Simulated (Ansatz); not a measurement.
# TlGaF6 (R-3): what size, symmetry and threads cost in G0W0, part 2 of 2

Aim: time one G0W0 calculation on TlGaF6 (R-3) in larger cells, without symmetry and on fewer threads.

Ansatz 0.2.0; G0W0 on LDA, plane waves, PAW. Known limits of the many-body steps: not at the basis limit; no spin-orbit coupling; coarse k mesh.

So far. Step 7 (8 threads, 2×2×2 mesh): Against the run with 2×2×2 mesh, 112 empty bands, screening to 60 eV, the gap moves by +0.000 eV.

**8. 16 atoms (2×1×1 cells), 1×2×2 mesh**

Contents of input.yaml:

```yaml
crystal:
  lattice:
    - [5.0968048706, 2.9426416642, 9.4596312418]
    - [-2.5484024353, 1.4713208321, 4.7298156209]
    - [0.0, -2.9426416641, 4.7298156209]
  atoms:
    - { symbol: Tl, position: [0.0, 0.0, 0.0] }
    - { symbol: Ga, position: [0.25, 0.5, 0.5] }
    - { symbol: F, position: [0.439716065, 0.58045027, 0.27252315] }
    - { symbol: F, position: [0.290225135, 0.27252315, 0.87943213] }
    - { symbol: F, position: [0.136261575, 0.87943213, 0.58045027] }
    - { symbol: F, position: [0.209774865, 0.72747685, 0.12056787] }
    - { symbol: F, position: [0.363738425, 0.12056787, 0.41954973] }
    - { symbol: F, position: [0.060283935, 0.41954973, 0.72747685] }
    - { symbol: Tl, position: [0.5, 0.0, 0.0] }
    - { symbol: Ga, position: [0.75, 0.5, 0.5] }
    - { symbol: F, position: [0.939716065, 0.58045027, 0.27252315] }
    - { symbol: F, position: [0.790225135, 0.27252315, 0.87943213] }
    - { symbol: F, position: [0.636261575, 0.87943213, 0.58045027] }
    - { symbol: F, position: [0.709774865, 0.72747685, 0.12056787] }
    - { symbol: F, position: [0.863738425, 0.12056787, 0.41954973] }
    - { symbol: F, position: [0.560283935, 0.41954973, 0.72747685] }
kpoints:
  mp_grid: { grid: [1, 2, 2] }
hamiltonian:
  xc: lda
scf:
  occupations: { method: fixed }
gw:
  n_empty_bands: 224
  ecut_chi: 60.0
  qp_bands: [v1, c1]
  qp_kpoints: band_edges
  screening: { model: contour_deformation }
```

On the command line:

```console
$ ansatz run input.yaml --threads 16 --pin off --max-ram 36864MiB --backend cpu --events-out ev --progress --plain --runs-dir out
```

Numbers of over 12 decimals in the logs are rounded to 6 here.

The log of the run:

```text
[...]
Crystal: 16 atoms, lattice volume = 212.814 Å³
Basis set: ecut = 420 eV, 4183 PW (Γ)
Bands: 84, of which v1, the nominal top of the filled ones, is band 68 counted from 1 (67 counted from 0)
Symmetry: 4 space group operations
[...]
k-points: 4
[...]
1    68      1.6801   -32.7286     6.1358   -25.2822  0.7359     0.3171     0.3695  root
     1    69      5.9180   -16.7389    -2.9987   -21.5640  0.8006     7.8195     7.7444  root
     2    68      1.6802   -32.7285     6.1357   -25.2821  0.7359     0.3171     0.3695  root
     2    69      5.9180   -16.7389    -2.9987   -21.5640  0.8006     7.8196     7.7444  root
     3    68      1.6802   -32.7286     6.1358   -25.2820  0.7359     0.3171     0.3695  root
     3    69      5.9026   -16.8064    -2.9353   -21.5389  0.7996     7.7727     7.6999  root
[key lines of the parts left out:]
SCF converged after 8 iterations
Free energy (F): -39233.705676 eV
Fermi energy:    1.680178 eV
```

It took 7.3 s on 16 threads of Arm Neoverse V1, shared host; peak memory 1.3 GiB; 89 s of CPU time.

Numbers from this step:

```
bands summed                                 : 292
RPA ε∞ on this mesh (eigenvalues)            : 2.916, 2.916, 3.034
plane waves in the screening matrix          : 237
G0W0 gap on the mesh                         : 5.602 eV
k of the valence top                         : 0, 0, -0.5
k of the conduction bottom                   : 0, 0, 0
starting gap on the mesh                     : 2.775 eV
least direct G0W0 gap on the computed points : 5.712 eV
```

The gap on the mesh goes from 2.77 eV to 5.60 eV, a correction of +2.83 eV. Between the two edge states, bare exchange in place of the xc potential would open the gap by 11.76 eV, and correlation takes back 8.93 eV.

**9. 32 atoms (2×2×1 cells), 1×1×2 mesh**

Contents of input.yaml:

```yaml
crystal:
  lattice:
    - [5.0968048706, 2.9426416642, 9.4596312418]
    - [-5.0968048706, 2.9426416642, 9.4596312418]
    - [0.0, -2.9426416641, 4.7298156209]
  atoms:
    - { symbol: Tl, position: [0.0, 0.0, 0.0] }
    - { symbol: Ga, position: [0.25, 0.25, 0.5] }
    - { symbol: F, position: [0.439716065, 0.290225135, 0.27252315] }
    - { symbol: F, position: [0.290225135, 0.136261575, 0.87943213] }
    - { symbol: F, position: [0.136261575, 0.439716065, 0.58045027] }
    - { symbol: F, position: [0.209774865, 0.363738425, 0.12056787] }
    - { symbol: F, position: [0.363738425, 0.060283935, 0.41954973] }
    - { symbol: F, position: [0.060283935, 0.209774865, 0.72747685] }
    - { symbol: Tl, position: [0.0, 0.5, 0.0] }
    - { symbol: Ga, position: [0.25, 0.75, 0.5] }
    - { symbol: F, position: [0.439716065, 0.790225135, 0.27252315] }
    - { symbol: F, position: [0.290225135, 0.636261575, 0.87943213] }
    - { symbol: F, position: [0.136261575, 0.939716065, 0.58045027] }
    - { symbol: F, position: [0.209774865, 0.863738425, 0.12056787] }
    - { symbol: F, position: [0.363738425, 0.560283935, 0.41954973] }
    - { symbol: F, position: [0.060283935, 0.709774865, 0.72747685] }
    - { symbol: Tl, position: [0.5, 0.0, 0.0] }
    - { symbol: Ga, position: [0.75, 0.25, 0.5] }
    - { symbol: F, position: [0.939716065, 0.290225135, 0.27252315] }
    - { symbol: F, position: [0.790225135, 0.136261575, 0.87943213] }
    - { symbol: F, position: [0.636261575, 0.439716065, 0.58045027] }
    - { symbol: F, position: [0.709774865, 0.363738425, 0.12056787] }
    - { symbol: F, position: [0.863738425, 0.060283935, 0.41954973] }
    - { symbol: F, position: [0.560283935, 0.209774865, 0.72747685] }
    - { symbol: Tl, position: [0.5, 0.5, 0.0] }
    - { symbol: Ga, position: [0.75, 0.75, 0.5] }
    - { symbol: F, position: [0.939716065, 0.790225135, 0.27252315] }
    - { symbol: F, position: [0.790225135, 0.636261575, 0.87943213] }
    - { symbol: F, position: [0.636261575, 0.939716065, 0.58045027] }
    - { symbol: F, position: [0.709774865, 0.863738425, 0.12056787] }
    - { symbol: F, position: [0.863738425, 0.560283935, 0.41954973] }
    - { symbol: F, position: [0.560283935, 0.709774865, 0.72747685] }
kpoints:
  mp_grid: { grid: [1, 1, 2] }
hamiltonian:
  xc: lda
scf:
  occupations: { method: fixed }
gw:
  n_empty_bands: 448
  ecut_chi: 60.0
  qp_bands: [v1, c1]
  qp_kpoints: band_edges
  screening: { model: contour_deformation }
```

The log of the run:

```text
[...]
Crystal: 32 atoms, lattice volume = 425.629 Å³
Basis set: ecut = 420 eV, 8339 PW (Γ)
Bands: 168, of which v1, the nominal top of the filled ones, is band 136 counted from 1 (135 counted from 0)
Symmetry: 8 space group operations
[...]
k-points: 2
[...]
k-point 1: bands = [... 132 lower, 1.5966, 1.5966, 1.6802, 1.6802, 5.9026, 5.9180, 6.2048, 6.2048, ... 28 higher]
[...]
0   136      1.6802   -32.7286     6.1359   -25.2821  0.7359     0.3171     0.3697  root
     0   137      4.4549   -14.9499    -2.7989   -19.2646  0.8127     6.0105     5.9707  root
     1   136      1.6802   -32.7286     6.1361   -25.2821  0.7359     0.3173     0.3698  root
     1   137      5.9026   -16.8064    -2.9363   -21.5389  0.7996     7.7726     7.6989  root
[key lines of the parts left out:]
SCF converged after 8 iterations
Free energy (F): -78467.411358 eV
Fermi energy:    1.680164 eV
```

Elapsed: 24 s, on 16 threads; peak memory 2.5 GiB.

This step gave:

```
bands summed                                 : 584
RPA ε∞ on this mesh (eigenvalues)            : 2.916, 2.916, 3.034
plane waves in the screening matrix          : 461
G0W0 gap on the mesh                         : 5.601 eV
k of the valence top                         : 0, 0, -0.5
k of the conduction bottom                   : 0, 0, 0
starting gap on the mesh                     : 2.775 eV
least direct G0W0 gap on the computed points : 5.601 eV
```

The gap on the mesh goes from 2.77 eV to 5.60 eV, a correction of +2.83 eV. Between the two edge states, bare exchange in place of the xc potential would open the gap by 11.76 eV, and correlation takes back 8.94 eV.

**10. 64 atoms (2×2×2 cells), 1×1×1 mesh**

Contents of input.yaml:

```yaml
crystal:
  lattice:
    - [5.0968048706, 2.9426416642, 9.4596312418]
    - [-5.0968048706, 2.9426416642, 9.4596312418]
    - [0.0, -5.8852833282, 9.4596312418]
  atoms:
    - { symbol: Tl, position: [0.0, 0.0, 0.0] }
    - { symbol: Ga, position: [0.25, 0.25, 0.25] }
    - { symbol: F, position: [0.439716065, 0.290225135, 0.136261575] }
    - { symbol: F, position: [0.290225135, 0.136261575, 0.439716065] }
    - { symbol: F, position: [0.136261575, 0.439716065, 0.290225135] }
    - { symbol: F, position: [0.209774865, 0.363738425, 0.060283935] }
    - { symbol: F, position: [0.363738425, 0.060283935, 0.209774865] }
    - { symbol: F, position: [0.060283935, 0.209774865, 0.363738425] }
    - { symbol: Tl, position: [0.0, 0.0, 0.5] }
    - { symbol: Ga, position: [0.25, 0.25, 0.75] }
    - { symbol: F, position: [0.439716065, 0.290225135, 0.636261575] }
    - { symbol: F, position: [0.290225135, 0.136261575, 0.939716065] }
    - { symbol: F, position: [0.136261575, 0.439716065, 0.790225135] }
    - { symbol: F, position: [0.209774865, 0.363738425, 0.560283935] }
    - { symbol: F, position: [0.363738425, 0.060283935, 0.709774865] }
    - { symbol: F, position: [0.060283935, 0.209774865, 0.863738425] }
    - { symbol: Tl, position: [0.0, 0.5, 0.0] }
    - { symbol: Ga, position: [0.25, 0.75, 0.25] }
    - { symbol: F, position: [0.439716065, 0.790225135, 0.136261575] }
    - { symbol: F, position: [0.290225135, 0.636261575, 0.439716065] }
    - { symbol: F, position: [0.136261575, 0.939716065, 0.290225135] }
    - { symbol: F, position: [0.209774865, 0.863738425, 0.060283935] }
    - { symbol: F, position: [0.363738425, 0.560283935, 0.209774865] }
    - { symbol: F, position: [0.060283935, 0.709774865, 0.363738425] }
    - { symbol: Tl, position: [0.0, 0.5, 0.5] }
    - { symbol: Ga, position: [0.25, 0.75, 0.75] }
    - { symbol: F, position: [0.439716065, 0.790225135, 0.636261575] }
    - { symbol: F, position: [0.290225135, 0.636261575, 0.939716065] }
    - { symbol: F, position: [0.136261575, 0.939716065, 0.790225135] }
    - { symbol: F, position: [0.209774865, 0.863738425, 0.560283935] }
    - { symbol: F, position: [0.363738425, 0.560283935, 0.709774865] }
    - { symbol: F, position: [0.060283935, 0.709774865, 0.863738425] }
    - { symbol: Tl, position: [0.5, 0.0, 0.0] }
    - { symbol: Ga, position: [0.75, 0.25, 0.25] }
    - { symbol: F, position: [0.939716065, 0.290225135, 0.136261575] }
    - { symbol: F, position: [0.790225135, 0.136261575, 0.439716065] }
    - { symbol: F, position: [0.636261575, 0.439716065, 0.290225135] }
    - { symbol: F, position: [0.709774865, 0.363738425, 0.060283935] }
    - { symbol: F, position: [0.863738425, 0.060283935, 0.209774865] }
    - { symbol: F, position: [0.560283935, 0.209774865, 0.363738425] }
    - { symbol: Tl, position: [0.5, 0.0, 0.5] }
    - { symbol: Ga, position: [0.75, 0.25, 0.75] }
    - { symbol: F, position: [0.939716065, 0.290225135, 0.636261575] }
    - { symbol: F, position: [0.790225135, 0.136261575, 0.939716065] }
    - { symbol: F, position: [0.636261575, 0.439716065, 0.790225135] }
    - { symbol: F, position: [0.709774865, 0.363738425, 0.560283935] }
    - { symbol: F, position: [0.863738425, 0.060283935, 0.709774865] }
    - { symbol: F, position: [0.560283935, 0.209774865, 0.863738425] }
    - { symbol: Tl, position: [0.5, 0.5, 0.0] }
    - { symbol: Ga, position: [0.75, 0.75, 0.25] }
    - { symbol: F, position: [0.939716065, 0.790225135, 0.136261575] }
    - { symbol: F, position: [0.790225135, 0.636261575, 0.439716065] }
    - { symbol: F, position: [0.636261575, 0.939716065, 0.290225135] }
    - { symbol: F, position: [0.709774865, 0.863738425, 0.060283935] }
    - { symbol: F, position: [0.863738425, 0.560283935, 0.209774865] }
    - { symbol: F, position: [0.560283935, 0.709774865, 0.363738425] }
    - { symbol: Tl, position: [0.5, 0.5, 0.5] }
    - { symbol: Ga, position: [0.75, 0.75, 0.75] }
    - { symbol: F, position: [0.939716065, 0.790225135, 0.636261575] }
    - { symbol: F, position: [0.790225135, 0.636261575, 0.939716065] }
    - { symbol: F, position: [0.636261575, 0.939716065, 0.790225135] }
    - { symbol: F, position: [0.709774865, 0.863738425, 0.560283935] }
    - { symbol: F, position: [0.863738425, 0.560283935, 0.709774865] }
    - { symbol: F, position: [0.560283935, 0.709774865, 0.863738425] }
kpoints:
  mp_grid: { grid: [1, 1, 1] }
hamiltonian:
  xc: lda
scf:
  occupations: { method: fixed }
gw:
  n_empty_bands: 896
  ecut_chi: 60.0
  qp_bands: [v1, c1]
  qp_kpoints: band_edges
  screening: { model: contour_deformation }
```

The log of the run:

```text
[...]
Crystal: 64 atoms, lattice volume = 851.257 Å³
Basis set: ecut = 420 eV, 16663 PW (Γ)
Bands: 336, of which v1, the nominal top of the filled ones, is band 272 counted from 1 (271 counted from 0)
Symmetry: 48 space group operations
[...]
k-points: 1
[...]
--- Band table (eV) ---
  k-point 0: bands = [... 268 lower, 1.5966, 1.6802, 1.6802, 1.6802, 4.4549, 5.9026, 5.9180, 5.9180, ... 60 higher]
[...]
gw.qp_kpoints: band_edges: 1 of 1 stored k-point solved, in 1 pass; an edge of the gap read off the rows below is read off those points alone
[...]
0   272      1.6802   -32.7286     6.1364   -25.2821  0.7359     0.3176     0.3701  root
     0   273      4.4549   -14.9499    -2.7983   -19.2646  0.8127     6.0111     5.9712  root
[key lines of the parts left out:]
SCF converged after 8 iterations
Free energy (F): -156934.822728 eV
Fermi energy:    1.680155 eV
```

Run time: 60 s. Hardware: 16 threads; peak memory 5.3 GiB.

Numbers from this step:

```yaml
bands_summed: 1168
rpa_eps_infinity_on_this_mesh_eigenvalues: 2.916, 2.916, 3.034
plane_waves_in_the_screening_matrix: 899
g0w0_gap_on_the_mesh: 5.601 eV
k_of_the_valence_top: 0, 0, 0
k_of_the_conduction_bottom: 0, 0, 0
starting_gap_on_the_mesh: 2.775 eV
least_direct_g0w0_gap_on_the_computed_points: 5.601 eV
```

The gap on the mesh goes from 2.77 eV to 5.60 eV, a correction of +2.83 eV. Between the two edge states, bare exchange in place of the xc potential would open the gap by 11.76 eV, and correlation takes back 8.93 eV.

**11. The runs together**

A supercell on the folded mesh samples the same points as the primitive cell, so the gap should stay. Times are wall times on shared hardware, named with each run.

| run | mesh | irreducible k | bands | screening plane waves | threads | gap (eV) | time | CPU time | host memory (GiB) |
| --- | --- | --- | --- | --- | --- | --- | --- | --- | --- |
| 8 atoms (1×1×1 cells) | 2×2×2 | 4 | 146 | 119 | 16 | 5.602 | 2.5 s | 18 s | 0.55 |
| no symmetry | 2×2×2 | 8 | 146 | 119 | 16 | 5.602 | 4 s | 41 s | 0.77 |
| 1 thread | 2×2×2 | 4 | 146 | 119 | 1 | 5.602 | 12 s | 12 s | 0.34 |
| 2 threads | 2×2×2 | 4 | 146 | 119 | 2 | 5.602 | 6.2 s | 12 s | 0.41 |
| 4 threads | 2×2×2 | 4 | 146 | 119 | 4 | 5.602 | 3.5 s | 12 s | 0.53 |
| 8 threads | 2×2×2 | 4 | 146 | 119 | 8 | 5.602 | 2.4 s | 14 s | 0.54 |
| 16 atoms (2×1×1 cells) | 1×2×2 | 4 | 292 | 237 | 16 | 5.602 | 7.3 s | 89 s | 1.3 |
| 32 atoms (2×2×1 cells) | 1×1×2 | 2 | 584 | 461 | 16 | 5.601 | 24 s | 4.7 min | 2.5 |
| 64 atoms (2×2×2 cells) | 1×1×1 | 1 | 1168 | 899 | 16 | 5.601 | 60 s | 15 min | 5.3 |

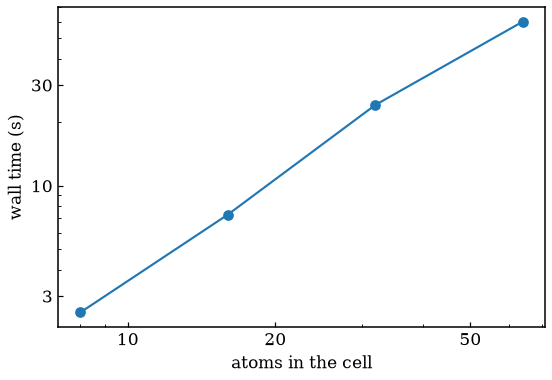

Wall time against the size of the cell.

**12. Outcome**

| Quantity | Value |
| --- | --- |
| 8 atoms (1×1×1 cells) | 2.5 s, gap 5.60 eV |
| no symmetry | 4 s, gap 5.60 eV |
| 1 thread | 12 s, gap 5.60 eV |
| 2 threads | 6.2 s, gap 5.60 eV |
| 4 threads | 3.5 s, gap 5.60 eV |
| 8 threads | 2.4 s, gap 5.60 eV |
| 16 atoms (2×1×1 cells) | 7.3 s, gap 5.60 eV |
| 32 atoms (2×2×1 cells) | 24 s, gap 5.60 eV |
| 64 atoms (2×2×2 cells) | 60 s, gap 5.60 eV |

From 8 to 64 atoms the gap stays within 0.001 eV, while the time grows 24-fold. Over the last step it grows as about the power 1.3 of the size; fewer k points offset part of the fourth-power cost of the screening. Without symmetry the mesh holds 8 points in place of 4, the time changes by less than twofold and the gap changes by +0.000 eV. Going from 1 to 16 threads speeds the run 4.6-fold, an efficiency of about 29 %. The host was shared, so single times are good to a factor of about two.

[Paths, hosts, dates, memory and timing lines, banners, echoed tables and standing remarks are left out of the program output.]

[Logs are printed without paths, hosts, clocks, repeated set-up lines and the standing remarks that a program may print on its own settings, such as how far it seeks lower states.]

[Runs of the session that timed out or met a known fault of the program may be left out.]

[Cells called generated may have been cut or substituted from an entry of the Crystallography Open Database or the Materials Project.]

[Hosts, paths, dates, database ids (printed as entryN), source tags and the programs' standing remarks are cut or masked in the printed files.]
